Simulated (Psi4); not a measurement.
**Si2H2OF2 (SMILES F[Si]1(F)O[SiH2]1): PBE0/def2-SVP**

Aim: the vertical singlet–triplet gap of Si2H2OF2 at PBE0/def2-SVP, from 2 runs. 

Program for the calculation: Psi4 1.11.

## Step 1: Starting point

The species is Si2H2OF2 (7 atoms), meant as a singlet with charge 0. SMILES: `F[Si]1(F)O[SiH2]1`. The coordinates come from a PBE0-D4/def2-TZVP relaxation.

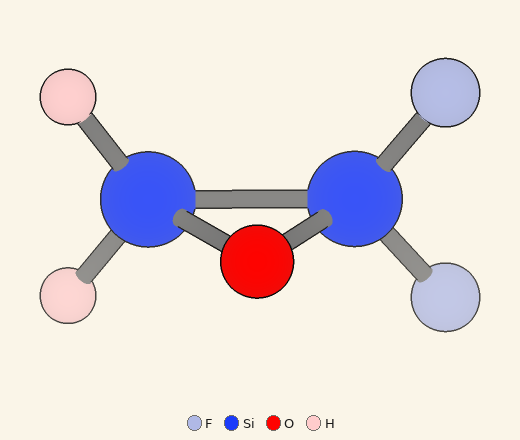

Viewed from a chosen angle; fluorine light blue, silicon blue, oxygen red, hydrogen pink.

## Step 2: Energy and gradient at PBE0/def2-SVP

job.in

```
memory 2.2 GB

molecule geom {
  0 1
  F      0.80162182    -3.04642749     3.20081811
  Si     0.07162062    -1.93885900     0.52931229
  F     -0.36698481    -4.32369337    -1.20772397
  O      2.08531278     0.14720967    -0.60868078
  Si    -0.57598852     2.00046408    -0.43992824
  H     -0.38229160     4.13623254     1.36060281
  H     -1.51707213     2.89657220    -2.92057173
  units au
  symmetry c1
}

set basis def2-SVP
set reference rks
set puream true
set e_convergence 1e-09
set d_convergence 1e-08
set scf_type pk
set dft_radial_points 99
set dft_spherical_points 590

energy_value, wavefunction = gradient("pbe0", return_wfn=True)
oeprop(wavefunction, "MULLIKEN_CHARGES", "LOWDIN_CHARGES", "MAYER_INDICES", title="PBE0")
```

Command:

```bash
$ psi4 -i job.in -o job.out -n 1
```

job.out:

```text
[...]
  Running in c1 symmetry.
[...]
  Nuclear repulsion =  309.676526495094549
[...]
  Multiplicity = 1
[...]
  Nalpha       = 28
  Nbeta        = 28
[...]
    Number of basis functions: 88
[...]
   @RKS iter   1:  -854.11288025480542   -1.70034e-01   8.37022e-03 ADIIS/DIIS
[...]
   @RKS iter  11:  -854.31778754288121   -3.63798e-12   8.05669e-09 DIIS
[...]
    Orbital Energies [Eh]
    ---------------------
    Doubly Occupied:
       1A    -66.347411     2A    -66.291292     3A    -24.786612
       4A    -24.786596     5A    -19.228420     6A     -5.429618
       7A     -5.382811     8A     -3.768607     9A     -3.768086
      10A     -3.765895    11A     -3.722022    12A     -3.719249
      13A     -3.718073    14A     -1.234127    15A     -1.211760
      16A     -1.030351    17A     -0.590417    18A     -0.568956
      19A     -0.527492    20A     -0.505650    21A     -0.491808
      22A     -0.463711    23A     -0.457708    24A     -0.452539
      25A     -0.425565    26A     -0.416684    27A     -0.349260
      28A     -0.280991
[...]
  @RKS Final Energy:  -854.31778754288121
   => Energetics <=
    Nuclear Repulsion Energy =            309.6765264950945493
    One-Electron Energy =               -1802.0131268141358305
    Two-Electron Energy =                 692.2983715000434586
    DFT Exchange-Correlation Energy =     -54.2795587238834045
    Empirical Dispersion Energy =           0.0000000000000000
    VV10 Nonlocal Energy =                  0.0000000000000000
    Total Energy =                       -854.3177875428812058
[...]
 Multipole Moments:
 ------------------------------------------------------------------------------------
     Multipole            Electronic (a.u.)      Nuclear  (a.u.)        Total (a.u.)
 ------------------------------------------------------------------------------------
 L = 1.  Multiply by 2.5417464519 to convert [e a0] to [Debye]
 Dipole X            :          0.5637955           -1.1641693           -0.6003738
 Dipole Y            :         -6.4939369            7.1914608            0.6975239
 Dipole Z            :          1.7315558           -1.7743852           -0.0428294
 Magnitude           :                                                    0.9213157
[...]
  -Total Gradient:
     Atom            X                  Y                   Z
    ------   -----------------  -----------------  -----------------
       1       -0.004500112933     0.007540388348    -0.018614613456
       2        0.008339023644    -0.012420321141     0.001417988313
       3        0.003588028770     0.016350158153     0.011902052242
       4       -0.017986206064    -0.001594708214     0.005230784955
       5        0.009387128516    -0.007742022811    -0.000203631580
       6        0.000073913681    -0.001701493531    -0.001841002068
       7        0.001122785116    -0.000525110286     0.002129006679
[...]
  Mulliken Charges: (a.u.)
   Center  Symbol    Alpha    Beta     Spin     Total
       1     F     4.65244  4.65244  0.00000 -0.30487
       2    SI     6.55886  6.55886  0.00000  0.88229
       3     F     4.65245  4.65245  0.00000 -0.30490
       4     O     4.24772  4.24772  0.00000 -0.49545
       5    SI     6.83975  6.83975  0.00000  0.32050
       6     H     0.52439  0.52439  0.00000 -0.04878
       7     H     0.52439  0.52439  0.00000 -0.04878
   Total alpha = 28.00000, Total beta = 28.00000, Total charge =  0.00000
  Lowdin Charges: (a.u.)
[...]
```

It took 12 s on 1 thread of Intel Xeon 6975P-C (Granite Rapids), shared host; peak memory 1.1 GiB.

## Step 3: The triplet, same level

f2h2osi2.json

```json
{
 "schema_name": "qcschema_input",
 "schema_version": 1,
 "molecule": {
  "schema_name": "qcschema_molecule",
  "schema_version": 2,
  "symbols": ["F", "Si", "F", "O", "Si", "H", "H"],
  "geometry": [0.80162182, -3.04642749, 3.20081811, 0.07162062, -1.938859, 0.52931229, -0.36698481, -4.32369337, -1.20772397, 2.08531278, 0.14720967, -0.60868078, -0.57598852, 2.00046408, -0.43992824, -0.3822916, 4.13623254, 1.36060281, -1.51707213, 2.8965722, -2.92057173],
  "molecular_charge": 0,
  "molecular_multiplicity": 3,
  "fix_symmetry": "c1"
 },
 "driver": "gradient",
 "model": {
  "method": "pbe0",
  "basis": "def2-SVP"
 },
 "keywords": {
  "reference": "uks",
  "puream": true,
  "e_convergence": 1e-09,
  "d_convergence": 1e-08,
  "scf_type": "pk",
  "dft_radial_points": 99,
  "dft_spherical_points": 590,
  "maxiter": 100
 }
}
```

Command:

```bash
$ psi4 --qcschema f2h2osi2.json -n 1 --memory 2200MB
```

stdout, shortened:

```text
[...]
  Running in c1 symmetry.
[...]
  Nuclear repulsion =  309.676526495094549
[...]
  Multiplicity = 3
[...]
  Nalpha       = 29
  Nbeta        = 27
[...]
    Number of basis functions: 88
[...]
   @UKS iter   1:  -853.99744900546386   -5.46032e-02   7.59077e-03 ADIIS/DIIS
[...]
   @UKS iter  14:  -854.17220297099607   -1.35287e-11   8.15512e-09 DIIS
[...]
   @S^2 Observed:                2.005652874E+00
[...]
  @UKS Final Energy:  -854.17220297099607
   => Energetics <=
    Nuclear Repulsion Energy =            309.6765264950945493
    One-Electron Energy =               -1801.1402963215182353
    Two-Electron Energy =                 691.5690119096201443
    DFT Exchange-Correlation Energy =     -54.2774450541925120
    Empirical Dispersion Energy =           0.0000000000000000
    VV10 Nonlocal Energy =                  0.0000000000000000
    Total Energy =                       -854.1722029709960680
  UHF NO Occupations:
  HONO-2 :   27  A 1.9985237
  HONO-1 :   28  A 1.0000000
[...]
 Multipole Moments:
 ------------------------------------------------------------------------------------
     Multipole            Electronic (a.u.)      Nuclear  (a.u.)        Total (a.u.)
 ------------------------------------------------------------------------------------
 L = 1.  Multiply by 2.5417464519 to convert [e a0] to [Debye]
 Dipole X            :          0.9354417           -1.1641693           -0.2287276
 Dipole Y            :         -6.8307203            7.1914608            0.3607404
 Dipole Z            :          1.7306159           -1.7743852           -0.0437693
 Magnitude           :                                                    0.4293783
[...]
  -Total Gradient:
     Atom            X                  Y                   Z
    ------   -----------------  -----------------  -----------------
       1       -0.015893528213     0.007413645319    -0.027449415633
       2       -0.008361875636     0.091836299453    -0.024345474011
       3       -0.002346910004     0.022202661054     0.023672591736
       4        0.018669077954    -0.001460505392    -0.004524443072
       5        0.024453838595    -0.125489466880     0.029899978527
       6       -0.009797461346     0.000995532324    -0.004465479100
       7       -0.006698558756     0.004409515208     0.007232592894
[...]
```

The result, in JSON:

```text
{
 "driver": "gradient",
 "model": {
  "method": "pbe0",
  "basis": "def2-SVP"
 },
 "success": true,
 "return_result": [-0.01589352821288651, 0.007413645319156573, -0.02744941563283168, -0.008361875635617716, 0.09183629945347682, -0.024345474011315673, -0.0023469100038027366, 0.02220266105381624, 0.023672591736429105, 0.0186690779544742, -0.0014605053920303535, -0.004524443071915532, 0.024453838594858883, -0.12548946687957113, 0.029899978526859324, -0.00979746134568893, 0.0009955323238861613, -0.004465479099861516, -0.006698558756107961, 0.004409515208068163, 0.00723259289420701],
 "properties": {
  "calcinfo_nbasis": 88,
  "calcinfo_nmo": 88,
  "calcinfo_nalpha": 29,
  "calcinfo_nbeta": 27,
  "calcinfo_natom": 7,
  "nuclear_repulsion_energy": 309.67652649509455,
  "return_energy": -854.1722029709961,
  "return_gradient": [-0.01589352821288651, 0.007413645319156573, -0.02744941563283168, -0.008361875635617716, 0.09183629945347682, -0.024345474011315673, -0.0023469100038027366, 0.02220266105381624, 0.023672591736429105, 0.0186690779544742, -0.0014605053920303535, -0.004524443071915532, 0.024453838594858883, -0.12548946687957113, 0.029899978526859324, -0.00979746134568893, 0.0009955323238861613, -0.004465479099861516, -0.006698558756107961, 0.004409515208068163, 0.00723259289420701],
  "scf_one_electron_energy": -1801.1402963215182,
  "scf_two_electron_energy": 691.5690119096201,
  "scf_xc_energy": -54.27744505419251,
  "scf_dipole_moment": [-0.2287275651182833, 0.36074043317267623, -0.04376928834052607],
  "scf_total_energy": -854.1722029709961,
  "scf_total_gradient": [-0.01589352821288651, 0.007413645319156573, -0.02744941563283168, -0.008361875635617716, 0.09183629945347682, -0.024345474011315673, -0.0023469100038027366, 0.02220266105381624, 0.023672591736429105, 0.0186690779544742, -0.0014605053920303535, -0.004524443071915532, 0.024453838594858883, -0.12548946687957113, 0.029899978526859324, -0.00979746134568893, 0.0009955323238861613, -0.004465479099861516, -0.006698558756107961, 0.004409515208068163, 0.00723259289420701],
  "scf_iterations": 14
 }
}
```

Run time: 18 s. Hardware: 1 thread of Intel Xeon 6975P-C (Granite Rapids), shared host; peak memory 1.1 GiB.

## Step 4: Summary of results

At PBE0/def2-SVP:

| quantity | value |
| --- | --- |
| singlet: total energy | -854.31779 Eh |
| singlet: dipole moment | 2.34 D |
| singlet: HOMO energy | -7.65 eV |
| singlet: LUMO energy | -1.29 eV |
| singlet: HOMO–LUMO gap | 6.35 eV |
| singlet: largest force on an atom | 1.058 eV/Å |
| triplet: total energy | -854.17220 Eh |
| triplet: dipole moment | 1.09 D |
| triplet: HOMO energy (highest over α and β) | -3.86 eV |
| triplet: ⟨S²⟩ | 2.006 |
| triplet: largest force on an atom | 6.752 eV/Å |
| vertical energy of the triplet above the singlet | 3.962 eV |

What this shows: At this shape the triplet lies 3.96 eV (382 kJ/mol) above the singlet. The largest force (singlet) is 1.06 eV/Å: the shape isn't a stationary point for this species at this level.
